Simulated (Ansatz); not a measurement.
# C2H4ClNO2: what the fields show

Input

```
crystal:
  periodic: [false, false, false]
  atoms:
    - { symbol: "N", position_ang: [-0.0064, -1.8698, -0.84] }
    - { symbol: C, position_ang: [0.6457, -1.3196, 0.0958] }
    - { symbol: Cl, position_ang: [1.8355, -2.3008, 0.7729] }
    - { symbol: O, position_ang: [0.596, -0.0551, 0.5907] }
    - { symbol: C, position_ang: [-0.4673, 0.7899, 0.0391] }
    - { symbol: O, position_ang: [-0.4672, 2.0315, 0.7758] }
    - { symbol: H, position_ang: [-0.7323, -1.1857, -1.2066] }
    - { symbol: H, position_ang: [-0.229, 1.0275, -1.0048] }
    - { symbol: H, position_ang: [-1.4575, 0.3663, 0.2117] }
    - { symbol: H, position_ang: [0.3656, 2.4646, 0.5683] }
basis:
  gaussian: { orbitals: def2-SVP }
hamiltonian:
  xc: pbe0
relax:
  f_tol: 0.02
  max_steps: 50
output:
  orbitals: {}
```

Command:

```sh
ansatz run input.yaml --threads 2 --pin off --max-ram 3072MiB --backend cpu --events-out ev --progress --plain --runs-dir out
```

The fields are those of the relaxed geometry.

Theory: RKS PBE0/def2-SVP (Ansatz 0.2.0).

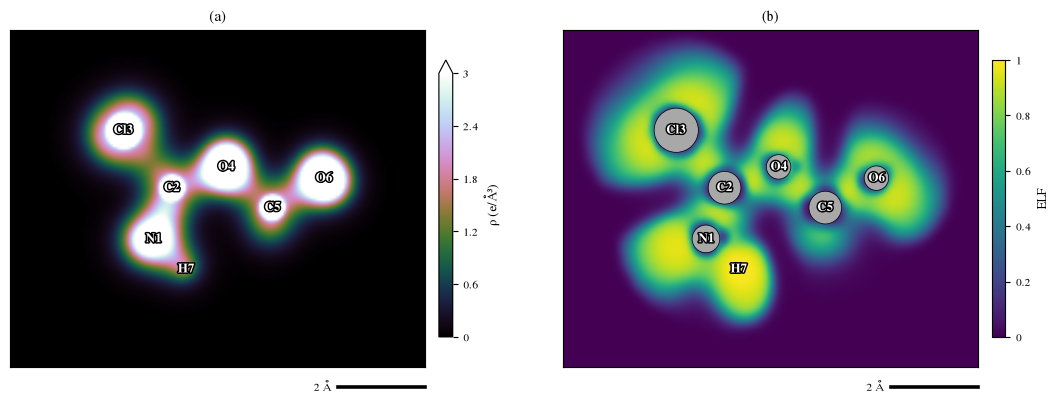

Figure 1. (a) electron density; (b) electron localisation function on the plane of atoms C2, O4 and C5. Grey discs cover the atomic cores in the ELF map.

Interpret the plot.

Answer. Atoms in the plane: N, C, Cl, O and H. C–N (1.26 Å): the density is about 2.9 e/Å³ at the midpoint; the ELF peaks at about 0.90 between the atoms: a short, multiple covalent bond. C–O (1.33 Å): the density is about 2.5 e/Å³ at the midpoint; the ELF peaks at about 0.90 between the atoms (a shared but strongly polarised pair). C–Cl (1.73 Å): ρ at the midpoint is about 1.5 e/Å³; the ELF peaks at about 0.90 between the atoms: a covalent bond. C–O (1.43 Å): the density is about 2 e/Å³ at the midpoint, with its minimum of 1.7 e/Å³ about 0.5 Å from C; the ELF peaks at about 0.90 between the atoms: a polar covalent bond. N–H (1.02 Å): ρ at the midpoint is about 2.7 e/Å³; the ELF climbs to about 1 towards the hydrogen, as it does in any bond to H (a covalent bond by its length). The ELF also peaks beside N1, O6, Cl3 and O4, away from the bonds: lone-pair regions.

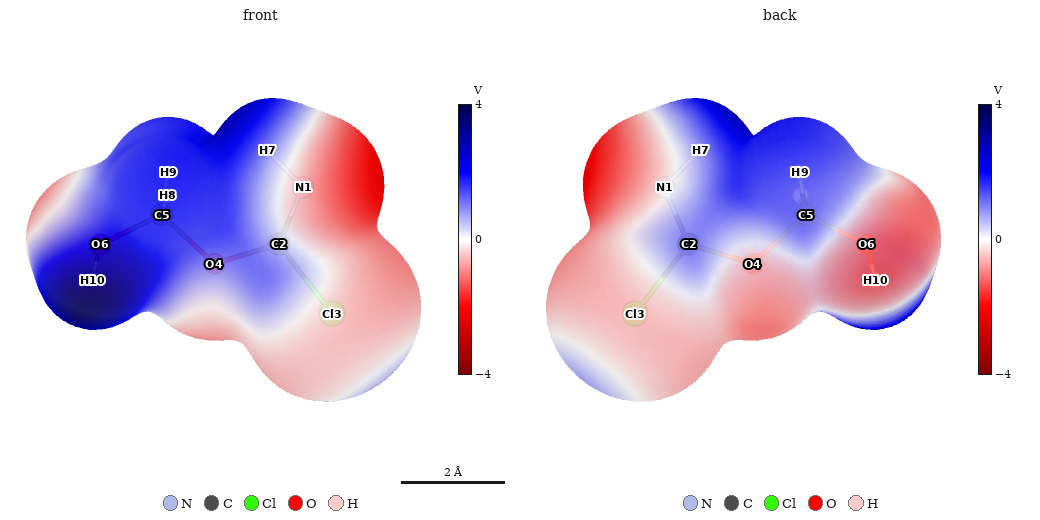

Figure 2. The molecular electrostatic potential painted on the density surface at 0.004 e/bohr³, seen from the front and from behind; red is negative and blue positive.

Which sites attract a positive test charge, and which a negative one?

Answer. A positive charge is drawn to the negative regions and a negative charge to the positive ones. The most negative region (about −2.1 V, or −48 kcal/mol for a unit charge) lies over N1, the most positive (about +3.7 V, or +85 kcal/mol for a unit charge) over H10. Cl3 shows a σ-hole: about +0.6 V, or +14 kcal/mol for a unit charge at the tip opposite its bond, against about −0.6 V, or −14 kcal/mol for a unit charge on its flanks. N1 is the likeliest acceptor of a hydrogen bond.

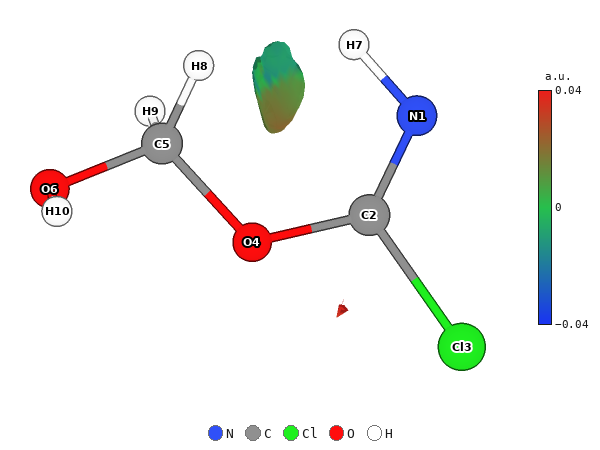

Figure 3. Non-covalent interaction (NCI) plot: the surface where the reduced density gradient is 0.6, for densities under 0.05 a.u., coloured by sign(λ₂)ρ; seen at a tilt.

What holds or crowds the atoms apart from the covalent bonds?

Answer. Between H7 and N1 on one side and C5 and H8 on the other: a weak contact, attractive (blue-green) on one side and crowded (olive to red) on the other.
